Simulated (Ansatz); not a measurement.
# ClFO2S: the cost of one run

Program: Ansatz 0.2.0 through its Python package. Level of theory: PBE/6-31G*. These are calculated values, not measurements.

## (1) Starting point

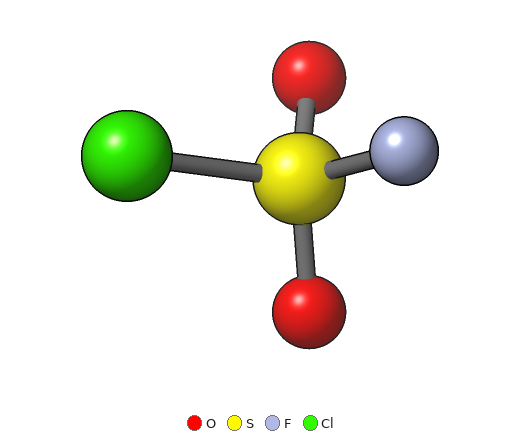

The starting structure, viewed from a chosen angle; oxygen red, sulfur yellow, fluorine light blue, chlorine green.

No structure file is read: the coordinates are typed or built in the script.

## (2) The script

freq_clfo2s.py reads:

```python
"""Vibrations and zero-point energy of ClFO2S."""

import itertools

import ansatz as az
from ase.data import atomic_numbers, covalent_radii
import numpy as np

GEOMETRY = """
O    -0.48510   -0.93360   -1.11100
S    -0.14820   -0.09340    0.01720
O    -0.53890   -0.39010    1.37790
F    -0.71460    1.35470   -0.31130
Cl    1.88670    0.06250    0.02720
"""

clfo2s = az.Crystal.molecule()
for line in GEOMETRY.strip().splitlines():
    symbol, *xyz = line.split()
    clfo2s = clfo2s.atom(symbol, [float(v) for v in xyz])

calc = clfo2s.calculation()
calc = calc.basis(gaussian="6-31G*")
calc = calc.functional("pbe")
symbols = [site.symbol for site in clfo2s.cartesian_sites]
start = np.array([site.position_ang for site in clfo2s.cartesian_sites], dtype=float)
rep = calc.relax(force_tolerance=0.003).run(threads=1, pin="off").report
end = np.array(rep["positions_ang"])

# pairs closer than 1.2 times the sum of covalent radii, before or after
radius = [covalent_radii[atomic_numbers[s]] for s in symbols]
span = lambda where, i, j: np.linalg.norm(where[i] - where[j])
bonded = [(i, j) for i, j in itertools.combinations(range(len(symbols)), 2) if min(span(start, i, j), span(end, i, j)) < 1.2 * (radius[i] + radius[j])]
print("pair        before    after (A)")
for i, j in bonded:
    print(f"{symbols[i]}{i}-{symbols[j]}{j}".ljust(10), f"{span(start, i, j):8.4f} {span(end, i, j):8.4f}")
for first, second in list(itertools.combinations(bonded, 2)):
    shared = set(first) & set(second)
    if shared and symbols[(j := shared.pop())] != "H":
        i, k = sorted((set(first) | set(second)) - {j})
        u, v = end[i] - end[j], end[k] - end[j]
        angle = np.degrees(np.arccos(np.clip(u @ v / np.linalg.norm(u) / np.linalg.norm(v), -1, 1)))
        print(f"final angle {symbols[i]}{i}-{symbols[j]}{j}-{symbols[k]}{k}: {angle:.2f} deg")

# same settings at the minimum
minimum = az.Crystal.molecule()
for symbol, place in zip(symbols, end):
    minimum = minimum.atom(symbol, place.tolist())
vibrating = (
    minimum.calculation()
    .basis(gaussian="6-31G*")
    .functional("pbe")
    .phonons(temperatures=(200, 600, 100))
)
vib = vibrating.run(threads=1, pin="off").report["vibrations"]
sums = vib["harmonic_sums"]
modes = [m["omega_inv_cm"] for m in sums["modes_at_gamma"] if m["rigid_motion"] == "no"]
for number, w in enumerate(modes, start=1):
    print(f"mode {number:2d} {w:9.1f} 1/cm {w / 8065.544 * 1000:8.2f} meV")
print("imaginary modes:", sum(w < 0 for w in modes), " zero-point energy:", round(sums["zero_point_energy_ev"], 4), "eV")
print("T (K)   F_vib (eV)   S_vib (meV/K)   C_vib (meV/K)")
for row in zip(sums["temperatures_k"], sums["vibrational_free_energy_ev"], vib["entropy_ev_per_k"], vib["heat_capacity_ev_per_k"]):
    print(f"{row[0]:6.1f} {row[1]:11.4f} {1000 * row[2]:13.4f} {1000 * row[3]:15.4f}")
```

## (3) The calls as engine input

The engine receives this input (first run):

```yaml
crystal:
  periodic: [false, false, false]
  atoms:
    - { symbol: O, position_ang: [-0.4851, -0.9336, -1.111] }
    - { symbol: S, position_ang: [-0.1482, -0.0934, 0.0172] }
    - { symbol: O, position_ang: [-0.5389, -0.3901, 1.3779] }
    - { symbol: F, position_ang: [-0.7146, 1.3547, -0.3113] }
    - { symbol: Cl, position_ang: [1.8867, 0.0625, 0.0272] }
basis:
  gaussian:
    orbitals: "6-31G*"
hamiltonian:
  xc: pbe
relax:
  f_tol: 0.003
```

## (4) Launch

The run is started by

```
$ python freq_clfo2s.py
```

**Question.** How long does this script take on 1 thread of Arm Neoverse V1, shared host, and how much memory does it need?

About 51 s, with a peak of 0.22 GiB.
